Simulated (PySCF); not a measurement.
# Al4: relaxation and vibrations of the triplet

The task is one start of a wider search on Al4: the triplet, from a square start. It is relaxed, tested by its Hessian and followed downhill if it is a saddle.

Computed with PySCF 2.14.0. Level: PBE0, basis Al def2-TZVP, no relativity, density fitting.

### Step 1. Where the work starts

4 atoms, charge 0, spin multiplicity 3.

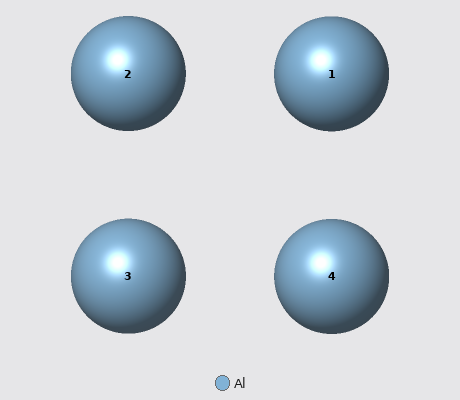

Start geometry, drawn with aluminium light blue; atoms are numbered from 1 in the order of the file.

```xyz
4
charge 0 multiplicity 3
Al    1.2600    1.2600    0.0000
Al   -1.2600    1.2600    0.0000
Al   -1.2600   -1.2600    0.0000
Al    1.2600   -1.2600    0.0000
```

### Step 2. The SCF at the typed geometry

The steps below are one call of a driver around PySCF. For each, scf.py gives the equivalent set-up of the SCF; relaxations use the driver's own optimiser. After this first run the driver tries any further starts and a stability analysis.

scf.py

```python
from pyscf import gto, scf, dft
mol = gto.M(atom='''
Al     1.260000     1.260000     0.000000
Al    -1.260000     1.260000     0.000000
Al    -1.260000    -1.260000     0.000000
Al     1.260000    -1.260000     0.000000''',
    basis={'Al': 'def2-TZVP'},
    charge=0, spin=2)
mf = dft.UKS(mol, xc='PBE0')
mf.grids.atom_grid = (50, 194)
aux = {'Al': 'def2-universal-JKFIT'}
mf = mf.density_fit(auxbasis=aux)
mf.conv_tol = 1e-08
mf.diis_space = 10
mf.max_cycle = 60
mf.init_guess = 'minao'
mf.verbose = 4
mf.kernel()
```

Command:

```
$ OMP_NUM_THREADS=4 python axn.py task.json out
```

Standard output:

```text
init E= -969.499680591346
[... the frontier-level lines of each cycle are left out ...]
cycle= 1 E= -969.196188193665  delta_E= 0.303  |g|= 0.136  |ddm|= 1.36
cycle= 2 E= -969.198095094084  delta_E= -0.00191  |g|= 0.102  |ddm|= 0.293
cycle= 3 E= -969.205338949718  delta_E= -0.00724  |g|= 0.0256  |ddm|= 0.148
cycle= 4 E= -969.205896573918  delta_E= -0.000558  |g|= 0.00386  |ddm|= 0.0428
cycle= 5 E= -969.205921483736  delta_E= -2.49e-05  |g|= 0.000707  |ddm|= 0.0117
cycle= 6 E= -969.205922406672  delta_E= -9.23e-07  |g|= 0.000114  |ddm|= 0.0021
cycle= 7 E= -969.205922443501  delta_E= -3.68e-08  |g|= 2.65e-05  |ddm|= 0.000478
cycle= 8 E= -969.205922446782  delta_E= -3.28e-09  |g|= 5.83e-06  |ddm|= 0.000144
Extra cycle  E= -969.2059224469  delta_E= -1.18e-10  |g|= 3.36e-06  |ddm|= 1.94e-05
converged SCF energy = -969.2059224469  <S^2> = 2.0097373  2S+1 = 3.0064845
```

This step, with its further starts and checks, took 19 s on 4 threads of Arm Neoverse V1, shared host.

Energies from each starting density:

```
                      start  energy (Eh)
    the minimal-basis guess  -969.205922
a thermally smeared density  -969.208528
      a smeared PBE density  -969.205922
```

The first run landed in a state that is too high. Following the other starts and the instabilities gains 6.8 kJ/mol (-969.20853 Eh), and the work goes on from there.

### Step 3. Relaxing the triplet from the square start

The program finds D4h symmetry in the start, which this walk keeps. Threshold on the gradient: 0.0003 Eh/bohr, with a further test on the energy change.

scf.py: that of step 2 with these lines changed.

```diff
@@ -16 +15,0 @@
-mf.init_guess = 'minao'
```

Steps of the walk:

| step | energy (Eh) | change (kJ/mol) | largest symmetric gradient (Eh/bohr) |
| --- | --- | --- | --- |
| 0 | -969.208528 | 0.00 | 0.01242 |
| 1 | -969.211665 | -8.24 | 0.00749 |
| 2 | -969.213692 | -13.56 | 0.00137 |
| 3 | -969.213772 | -13.77 | 0.00017 |
| 4 | -969.213774 | -13.77 | 0.00000 |

The walk took 13 s.

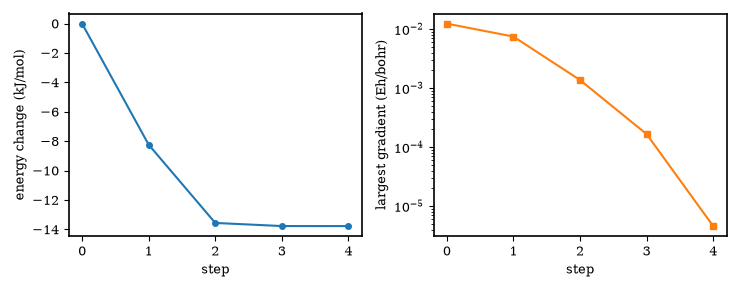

Energy and largest gradient along the walk.

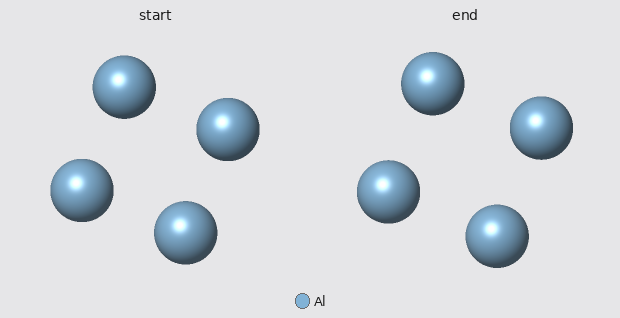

Start and end of the relaxation.

It settles in D4h symmetry, 13.8 kJ/mol below the start, after 4 steps: Al–Al 2.640 Å (×4); Al–Al–Al 90.0° (×4).

### Step 4. Hessian and properties

The point is checked on the finer grid, and tightened if its gradient asks for it. The Hessian and the dipole derivatives come from central differences of analytic gradients, with steps of 0.02 bohr.

scf.py: that of step 3 with these lines changed.

```diff
@@ -3,4 +3,4 @@
-Al     1.260000     1.260000     0.000000
-Al    -1.260000     1.260000     0.000000
-Al    -1.260000    -1.260000     0.000000
-Al     1.260000    -1.260000     0.000000''',
+Al     1.319868     1.319868     0.000000
+Al    -1.319868     1.319868     0.000000
+Al    -1.319868    -1.319868     0.000000
+Al     1.319868    -1.319868     0.000000''',
@@ -10 +10 @@
-mf.grids.atom_grid = (50, 194)
+mf.grids.atom_grid = (75, 302)
@@ -13 +13 @@
-mf.conv_tol = 1e-08
+mf.conv_tol = 1e-10
```

This SCF starts from the last density.

SCF at the final geometry:

```text
init E= -969.21376489422
[... the frontier-level lines of each cycle are left out ...]
cycle= 1 E= -969.21376489422  delta_E= 2.27e-13  |g|= 2.59e-06  |ddm|= 7.05e-06
Extra cycle  E= -969.213764894214  delta_E= 5.91e-12  |g|= 3.3e-06  |ddm|= 8.79e-06
converged SCF energy = -969.213764894214  <S^2> = 2.0058797  2S+1 = 3.0039173
```

The whole step took 40 s.

Geometry: D4h; Al–Al 2.640 Å (×4); Al–Al–Al 90.0° (×4).

Harmonic modes (main isotopes):

| symmetry | ω (cm⁻¹) | IR (km/mol) |
| --- | --- | --- |
| b1g | 107i | 0.0 |
| b2u | 16 | 0.0 |
| b2g | 156 | 0.0 |
| eu | 266 | 1.5 |
| a1g | 295 | 0.0 |

1 mode is imaginary, the largest at 107i cm⁻¹: a saddle point, not a minimum.

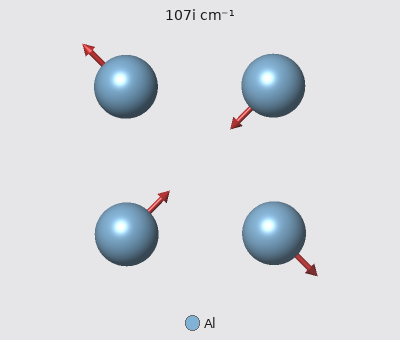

The imaginary mode, as arrows.

Constants and moments:

| Quantity | Value |
| --- | --- |
| Dipole moment | 0.00 D |
| Highest occupied level | -4.99 eV |
| Lowest empty level | -3.33 eV |
| Rotational constants | 0.08966, 0.08966, 0.04483 cm⁻¹ |
| Zero-point energy (real modes) | 6.0 kJ/mol |
| Principal polarisabilities | 111.4, 257.7, 257.7 bohr³ |
| Atomisation energy without zero-point energy | 572 kJ/mol |
| Principal traceless quadrupole moments about the centre of mass | -1.25, -1.25, 2.50 D Å |
| Spin squared ⟨S²⟩ | 2.006 |

Populations by atom (charges in e):

```json
{"atom": "Al1", "Mulliken": "0.00", "Löwdin": "0.00", "polar tensor": "0.00", "spin (Mulliken)": "0.50", "Mayer order to Al1": "–"}
{"atom": "Al2,4", "Mulliken": "0.00", "Löwdin": "0.00", "polar tensor": "0.00", "spin (Mulliken)": "0.50", "Mayer order to Al1": "0.87"}
{"atom": "Al3", "Mulliken": "0.00", "Löwdin": "0.00", "polar tensor": "0.00", "spin (Mulliken)": "0.50", "Mayer order to Al1": "0.45"}
```

Mulliken populations on Al1: s 5.72, p 7.19, d 0.08, f 0.01.

### Step 5. Following the imaginary mode

The start is the last point, displaced along its most imaginary mode.

The program finds D2h symmetry in the start, which this walk keeps. The walk stops when the largest gradient is under 0.0003 Eh/bohr and the energy has settled too.

scf.py: that of step 4 with these lines changed.

```diff
@@ -3,4 +3,4 @@
-Al     1.319868     1.319868     0.000000
-Al    -1.319868     1.319868     0.000000
-Al    -1.319868    -1.319868     0.000000
-Al     1.319868    -1.319868     0.000000''',
+Al     1.143091     1.143091     0.000000
+Al    -1.496644     1.496644     0.000000
+Al    -1.143091    -1.143091    -0.000000
+Al     1.496644    -1.496644    -0.000000''',
@@ -10 +10 @@
-mf.grids.atom_grid = (75, 302)
+mf.grids.atom_grid = (50, 194)
@@ -13 +13 @@
-mf.conv_tol = 1e-10
+mf.conv_tol = 1e-08
```

The optimiser's trace:

| step | energy (Eh) | change (kJ/mol) | largest symmetric gradient (Eh/bohr) |
| --- | --- | --- | --- |
| 0 | -969.214634 | 0.00 | 0.00527 |
| 1 | -969.215192 | -1.47 | 0.00338 |
| 2 | -969.215556 | -2.42 | 0.00020 |
| 3 | -969.215558 | -2.42 | 0.00001 |

The walk took 11 s.

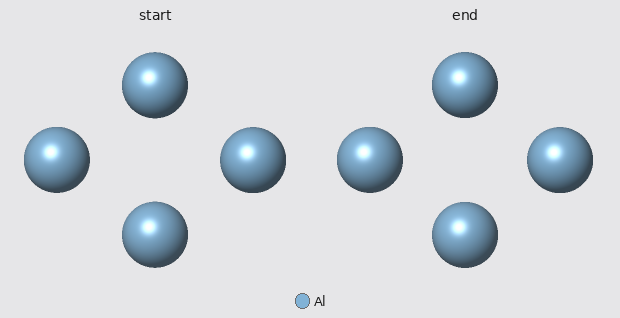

The geometry along the walk, at one scale.

It settles in D2h symmetry, 2.4 kJ/mol below the start, after 3 steps: Al–Al 2.614 Å (×4), Al–Al 3.242 Å; Al–Al–Al 51.7° (×4), Al–Al–Al 76.7° (×2), Al–Al–Al 103.3° (×2).

### Step 6. Vibrations and properties at this point

The same treatment as at the point before.

scf.py: that of step 5 with these lines changed.

```diff
@@ -3,4 +3,4 @@
-Al     1.143091     1.143091     0.000000
-Al    -1.496644     1.496644     0.000000
-Al    -1.143091    -1.143091    -0.000000
-Al     1.496644    -1.496644    -0.000000''',
+Al     1.146302     1.146302     0.000000
+Al    -1.450025     1.450025     0.000000
+Al    -1.146302    -1.146302    -0.000000
+Al     1.450025    -1.450025    -0.000000''',
@@ -10 +10 @@
-mf.grids.atom_grid = (50, 194)
+mf.grids.atom_grid = (75, 302)
@@ -13 +13 @@
-mf.conv_tol = 1e-08
+mf.conv_tol = 1e-10
```

Log of the central SCF (cycles and frontier levels):

```text
init E= -969.215535497041
[... the frontier-level lines of each cycle are left out ...]
cycle= 1 E= -969.215535497019  delta_E= 2.25e-11  |g|= 4.87e-06  |ddm|= 1.23e-05
Extra cycle  E= -969.215535496892  delta_E= 1.27e-10  |g|= 1.09e-05  |ddm|= 2.71e-05
converged SCF energy = -969.215535496892  <S^2> = 2.0185151  2S+1 = 3.0123181
```

The whole step took 60 s on 4 threads of Arm Neoverse V1, shared host.

Geometry: D2h; Al–Al 2.614 Å (×4), Al–Al 3.242 Å; Al–Al–Al 51.7° (×4), Al–Al–Al 76.7° (×2), Al–Al–Al 103.3° (×2).

Modes, for the most abundant isotopes:

```json
{"symmetry": "b3u", "ω (cm⁻¹)": "70", "IR (km/mol)": "0.4"}
{"symmetry": "ag", "ω (cm⁻¹)": "131", "IR (km/mol)": "0.0"}
{"symmetry": "b3g", "ω (cm⁻¹)": "249", "IR (km/mol)": "0.0"}
{"symmetry": "b2u", "ω (cm⁻¹)": "256", "IR (km/mol)": "2.6"}
{"symmetry": "b1u", "ω (cm⁻¹)": "292", "IR (km/mol)": "0.0"}
{"symmetry": "ag", "ω (cm⁻¹)": "294", "IR (km/mol)": "0.0"}
```

No imaginary mode, so this is a minimum.

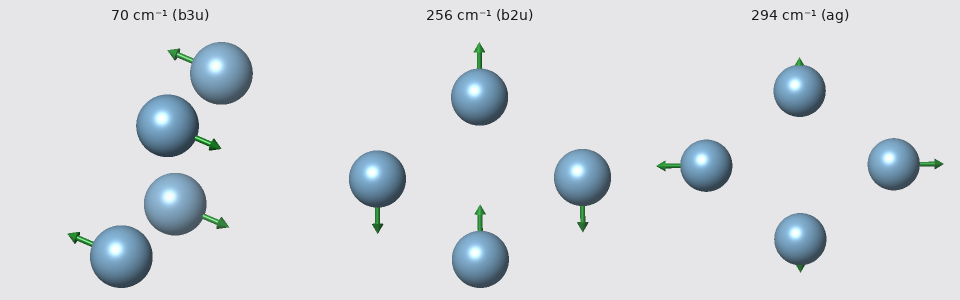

Displacements of 3 of the modes, as arrows (one member where a mode is degenerate).

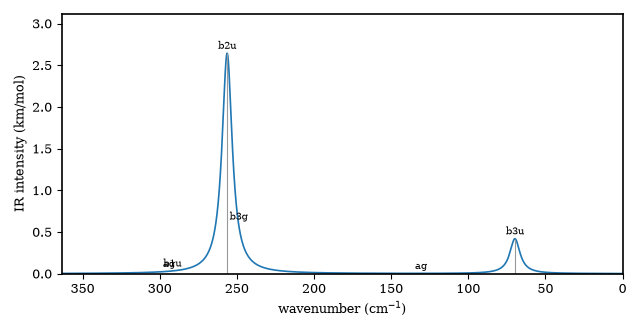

The harmonic infrared spectrum (widths in cm⁻¹). Lines are broadened to a width of 8 cm⁻¹ (Lorentzian).

Properties at this point:

* Dipole moment: 0.00 D
* Highest occupied level: -4.96 eV
* Lowest empty level: -3.39 eV
* Rotational constants: 0.1189, 0.07429, 0.04572 cm⁻¹
* Zero-point energy: 7.7 kJ/mol
* Principal polarisabilities: 111.1, 223.9, 282.3 bohr³
* Atomisation energy without zero-point energy: 577 kJ/mol
* Principal traceless quadrupole moments about the centre of mass: -1.99, -1.13, 3.11 D Å
* Entropy at 298.15 K and 1 bar (electronic part: spin only): 337.3 J/(mol K)
* Heat capacity Cp at 298.15 K: 78.4 J/(mol K)
* Enthalpy at 298.15 K above 0 K: 18.57 kJ/mol
* Rotational symmetry number: 4
* Spin squared ⟨S²⟩: 2.019

Populations by atom (charges in e):

```json
{"atom": "Al1", "Mulliken": "-0.01", "Löwdin": "0.02", "polar tensor": "-0.03", "spin (Mulliken)": "0.76", "Mayer order to Al1": "–"}
{"atom": "Al2,4", "Mulliken": "0.01", "Löwdin": "-0.02", "polar tensor": "0.03", "spin (Mulliken)": "0.24", "Mayer order to Al1": "0.85"}
{"atom": "Al3", "Mulliken": "-0.01", "Löwdin": "0.02", "polar tensor": "-0.03", "spin (Mulliken)": "0.76", "Mayer order to Al1": "0.57"}
```

Outer orbital energies (eV). α occupied: -73.74, -12.40, -9.46, -9.02, -6.23, -5.48, -5.31, -5.09; empty: -2.59, -2.25, -1.99, -1.67. β occupied: -73.74, -73.72, -73.72, -11.61, -9.18, -8.27, -5.84, -4.96; empty: -3.39, -3.05, -2.43, -1.66.

Mulliken populations on Al1: s 5.64, p 7.27, d 0.10, f 0.01.

### Step 7. The points found, side by side

| spin | group | bonds | imaginary modes (cm⁻¹) | ΔE (kJ/mol) | with zero-point energy |
| --- | --- | --- | --- | --- | --- |
| triplet | D2h | Al–Al 2.614 Å (×4), Al–Al 3.242 Å | none | 0.0 | 0.0 |
| triplet | D4h | Al–Al 2.640 Å (×4) | 107i | 4.6 | – |

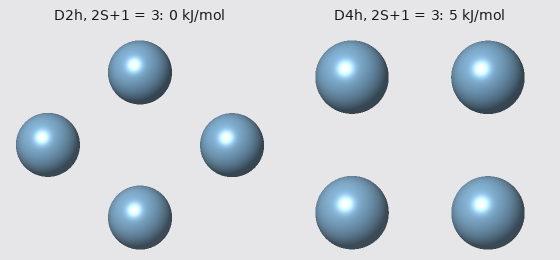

The points, lowest first (aluminium light blue).

### Step 8. Results

| quantity | value |
| --- | --- |
| minimum | triplet, D2h |
| geometry | Al–Al 2.614 Å (×4), Al–Al 3.242 Å; Al–Al–Al 51.7° (×4), Al–Al–Al 76.7° (×2), Al–Al–Al 103.3° (×2) |
| wavenumbers (cm⁻¹) | 70 (b3u), 131 (ag), 249 (b3g), 256 (b2u), 292 (b1u), 294 (ag) |
| dipole moment | 0.00 D |
| highest occupied, lowest empty level (either spin) | -4.96, -3.39 eV |
| polar-tensor charge of Al1 | -0.03 e |
| zero-point energy | 7.7 kJ/mol |
| entropy at 298.15 K | 337.3 J/(mol K) |
| atomisation energy (no zero-point energy) | 577 kJ/mol |
| ⟨S²⟩ | 2.019 |

**Reading.** From D4h at the start the molecule goes to a D2h minimum, after a stop at a saddle point 4.6 kJ/mol higher, from which it was pushed off along an imaginary mode. The strongest infrared band lies at 256 cm⁻¹ (b2u). The first SCF alone would have been 7 kJ/mol too high. Only this shape and spin were tried, so other structures or states may lie lower.

The search up to here took 2.4 min.
